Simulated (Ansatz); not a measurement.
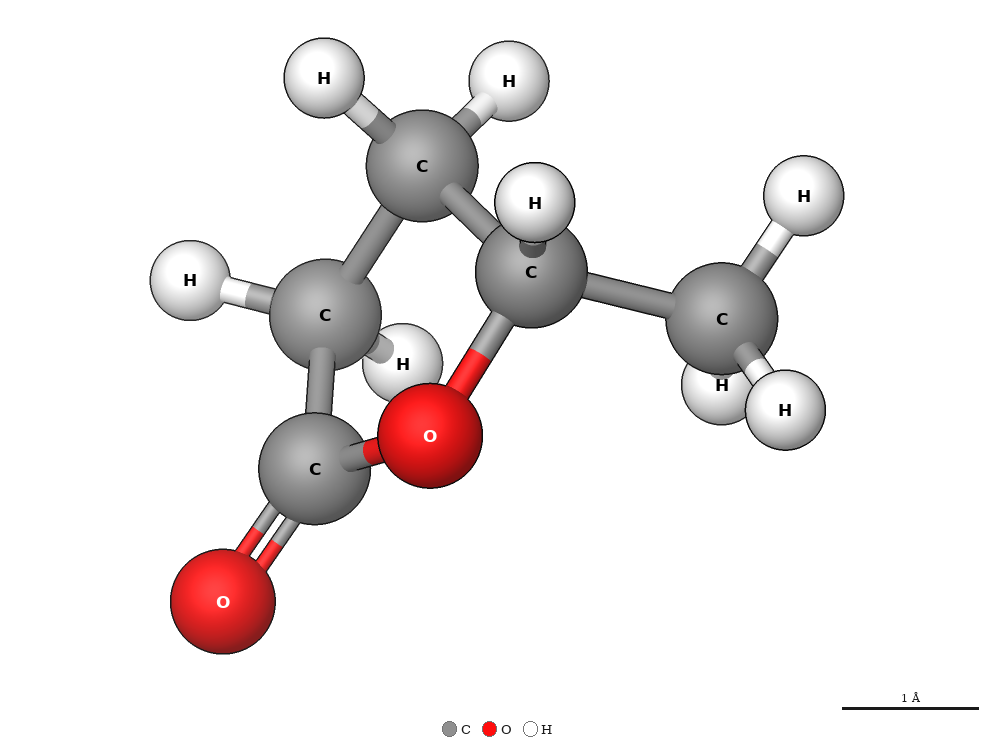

Ball-and-stick drawing of a structure. Multiple sticks mark multiple bonds (one Kekulé form).

The computed structure is the end point of a PBE0-D4/def2-TZVP optimisation.

Identify the structure.

The molecule is C₅H₈O₂. As SMILES it reads `C[C@H]1CCC(=O)O1`. Independent rings (smallest set): 1 of 5 members. Among its groups: ester. The point group is C1. Coordination: 4 C tetrahedral; 1 C trigonal planar; 1 O bent.

More results for the same structure follow; atom numbers are the same in all pictures, views and colours differ.

**Geometry**

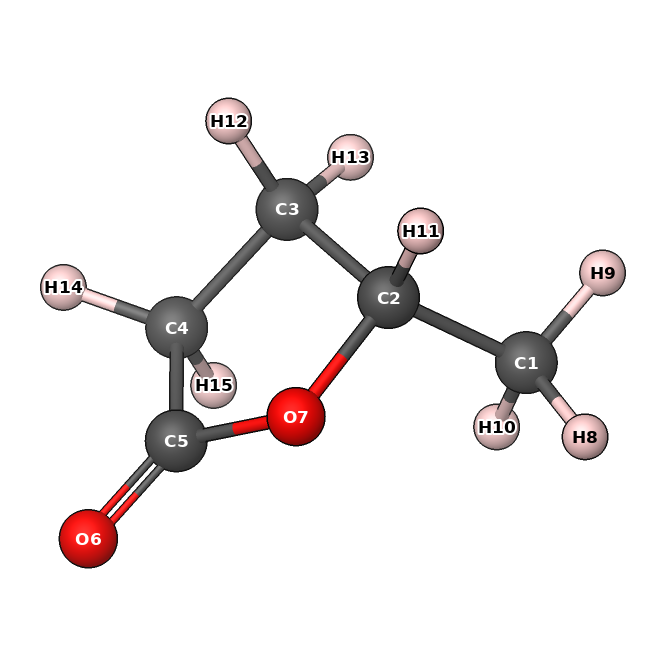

Give these bond angles: C1–C2–H11, C2–C1–H8, C2–C3–H13, C2–O7–C5, C3–C2–H11, C3–C4–C5, C3–C4–H14, C4–C3–H13, C5–C4–H14, C5–C4–H15, O6–C5–O7, O7–C2–H11.

| angle | degrees |
| --- | --- |
| C1–C2–H11 | 110.0 |
| C2–C1–H8 | 110.5 |
| C2–C3–H13 | 111.8 |
| C2–O7–C5 | 111.6 |
| C3–C2–H11 | 111.8 |
| C3–C4–C5 | 103.7 |
| C3–C4–H14 | 115.1 |
| C4–C3–H13 | 113.9 |
| C5–C4–H14 | 110.0 |
| C5–C4–H15 | 107.6 |
| O6–C5–O7 | 122.5 |
| O7–C2–H11 | 106.0 |

**Vibrations**

Harmonic vibrations computed with RKS PBE0-D4/def2-TZVP (Ansatz 0.2.0) at a stationary point of the same level.

List the wavenumbers.

39 modes: 112, 141, 247, 341, 432, 502, 543, 667, 716, 801, 833, 907, 961, 988, 1029, 1070, 1108, 1142, 1199, 1206, 1242, 1304, 1333, 1371, 1390, 1411, 1458, 1479, 1489, 1496, 1886, 3053, 3079, 3082, 3094, 3131, 3134, 3144, 3153 cm⁻¹.

**Thermal motion**

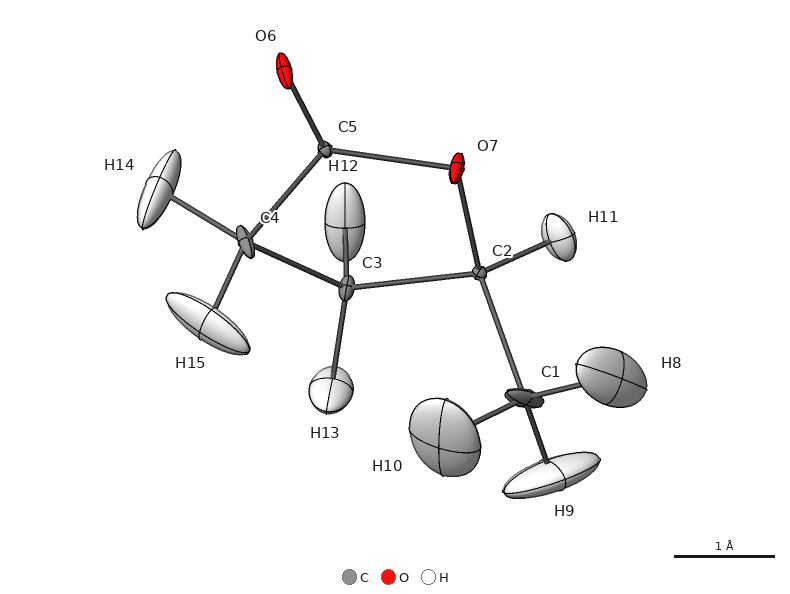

Displacement ellipsoids at the 50 % level, from the internal vibrations of the free molecule (harmonic, no overall translation or rotation; no half-axis is drawn under 0.075 Å). Vibrations computed with RKS PBE0-D4/def2-TZVP (Ansatz 0.2.0). Temperature: 600 K.

Which atom has the largest mean-square displacement?

H10, with U_eq = 0.0644 Å².

Does H8 move more along its bond or across it?

Across it: the root-mean-square amplitude is 0.107 Å along the bond and up to 0.343 Å across, since bending and torsion are softer than stretching.

Give the displacement parameters, one line for each set of equivalent atoms.

```csv
atom,U_eq (Å²),rms amplitudes (Å)
C1,0.0112,"0.045, 0.080, 0.158"
C2,0.0021,"0.038, 0.047, 0.050"
C3,0.0042,"0.043, 0.053, 0.089"
C4,0.0072,"0.045, 0.048, 0.131"
C5,0.0022,"0.036, 0.045, 0.056"
O6,0.0088,"0.040, 0.046, 0.150"
O7,0.0089,"0.037, 0.046, 0.153"
H8,0.0531,"0.095, 0.180, 0.343"
H9,0.0597,"0.103, 0.226, 0.343"
H10,0.0644,"0.103, 0.248, 0.348"
H11,0.0172,"0.085, 0.133, 0.164"
H12,0.0341,"0.091, 0.129, 0.278"
H13,0.0335,"0.087, 0.141, 0.270"
H14,0.0433,"0.094, 0.139, 0.319"
H15,0.0467,"0.093, 0.146, 0.332"
```

**Electronic properties**

Level of theory: RKS PBE0-D4/def2-SVP (Ansatz 0.2.0).

Computed properties:

- HOMO energy (Kohn–Sham orbital): −7.63 eV
- LUMO energy (Kohn–Sham orbital): 0.52 eV
- HOMO–LUMO gap: 8.16 eV
- dispersion correction: −27.0 kJ/mol

**Dipole moment**

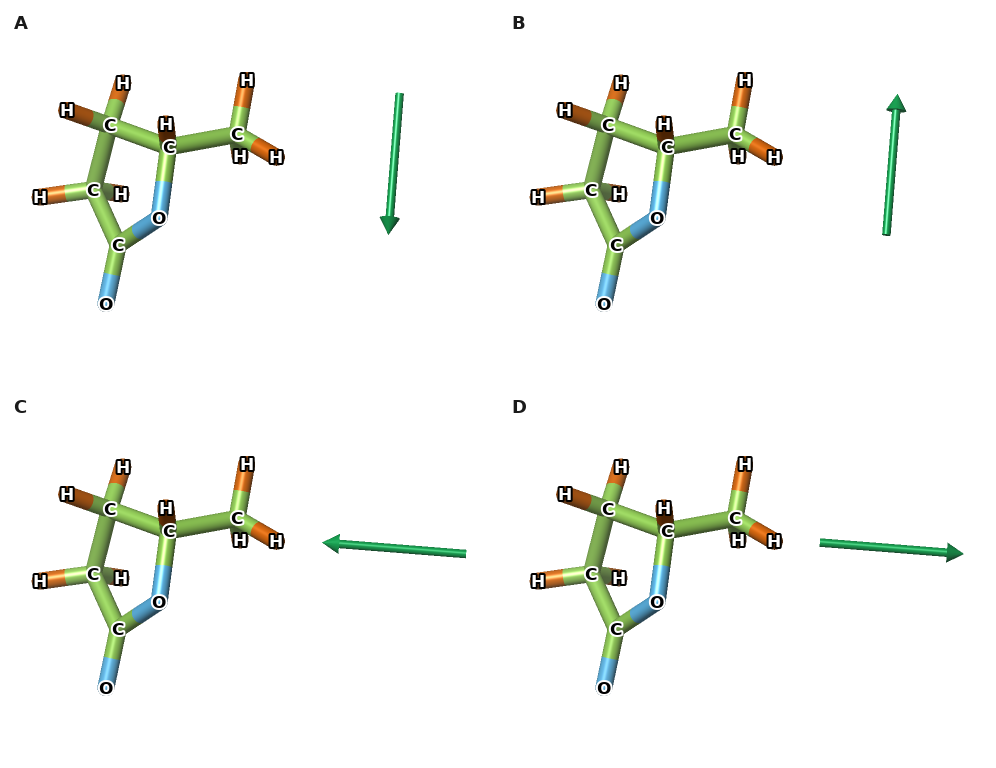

The same molecule four times, each with an arrow. Properties computed with RKS ωB97M-V/def2-TZVPP (Ansatz 0.2.0).

Which arrow points along the dipole moment, from the negative to the positive end?

B. The dipole moment is 4.72 D.
